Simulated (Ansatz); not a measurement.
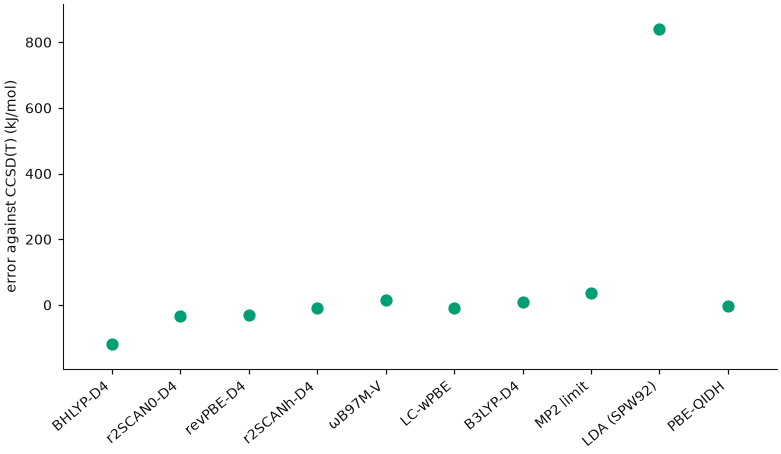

Error in the electronic atomisation energy (method less reference, so positive means overbinding) of C₅H₁₂, SMILES CCCCC: functionals in def2-TZVPP against frozen-core CCSD(T) at the limit (MP2 extrapolated from triple and quadruple zeta, plus CCSD(T) less MP2 in a smaller set), which gives 6674.0 kJ/mol, at a PBE0-D4/def2-TZVP geometry (no frequency check), no zero-point or spin-orbit term, the Ansatz code. The reference leaves out core correlation, a term that grows with the number of heavy atoms. PBE-QIDH holds a correlation term that converges slowly with the basis, so part of the distance to the limit is basis error. No dispersion term is added to LC-wPBE and PBE-QIDH. Limit means the basis limit.

Question: What range do the values span?

Answer: From −117.7 kJ/mol (BHLYP-D4) to 839.8 kJ/mol (LDA (SPW92)).

Question: Which of these levels overbind, and which underbind?

Answer: Overbind: MP2 limit and LDA (SPW92). Underbind: BHLYP-D4, r2SCAN0-D4 and revPBE-D4. Within 25 kJ/mol of zero, too close to call in view of what the reference leaves out: r2SCANh-D4, ωB97M-V, LC-wPBE, B3LYP-D4 and PBE-QIDH.

Limits of at least one run: one conformer of a flexible molecule.
